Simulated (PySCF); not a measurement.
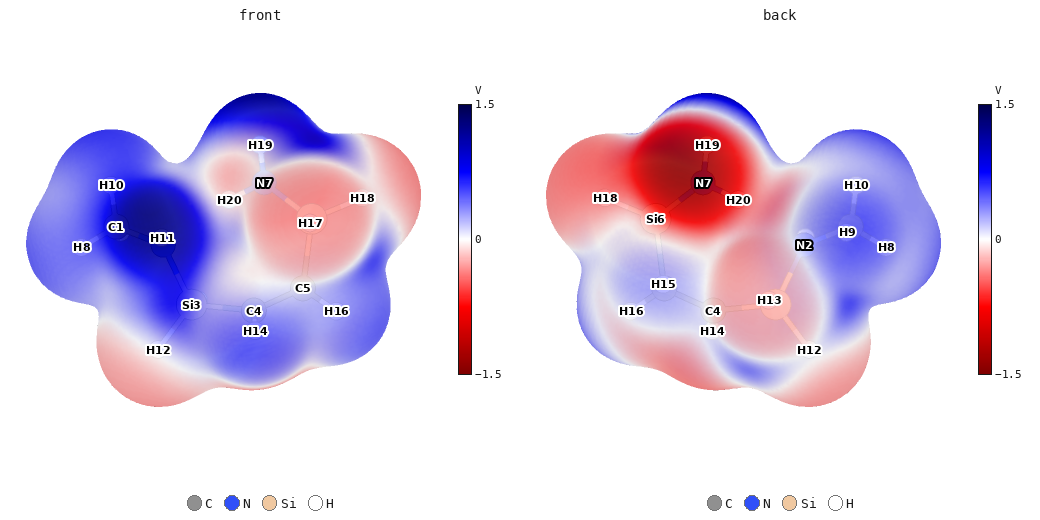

Figure 1: C$_{3}$H$_{13}$N$_{2}$Si$_{2}$ (doublet). The molecular electrostatic potential painted on the density surface at 0.001 e/bohr³, seen from the front and from behind; red is negative and blue positive.

Geometry: GFN2-xTB.

Theory: UKS B3LYP, pcH-1 on C H N Si, non-relativistic, mean-field spin-orbit, GIAO in PySCF 2.14.0, density-fitted response routines.

```xyz
20

C    -2.5600   -0.4633    1.2485
N    -1.4780   -0.4350    0.2900
Si   -1.2018    0.9537   -0.7332
C     0.3615    0.6821   -1.6695
C     1.6902    0.9763   -1.1505
Si    2.4197   -0.5825   -0.2627
N     1.4336   -0.7929    1.1192
H    -3.5422   -0.6004    0.7809
H    -2.5711    0.4838    1.7839
H    -2.4053   -1.2703    1.9682
H    -1.3925   -1.3301   -0.1741
H    -2.3100    1.1982   -1.6755
H    -1.1113    2.0599    0.2280
H     0.3289    0.2521   -2.6605
H     1.6638    1.7673   -0.4042
H     2.3893    1.2516   -1.9402
H     2.4581   -1.6768   -1.2488
H     3.7823   -0.2974    0.1968
H     1.6011   -1.5616    1.7465
H     0.4386   -0.6042    1.0355
```

Question: Which sites attract a positive test charge, and which a negative one?

Answer: A positive charge is drawn to the negative regions and a negative charge to the positive ones. The most negative region (about −1.3 V) lies over N7, the most positive (about +1.3 V) over H11. N7 is the likeliest acceptor of a hydrogen bond.
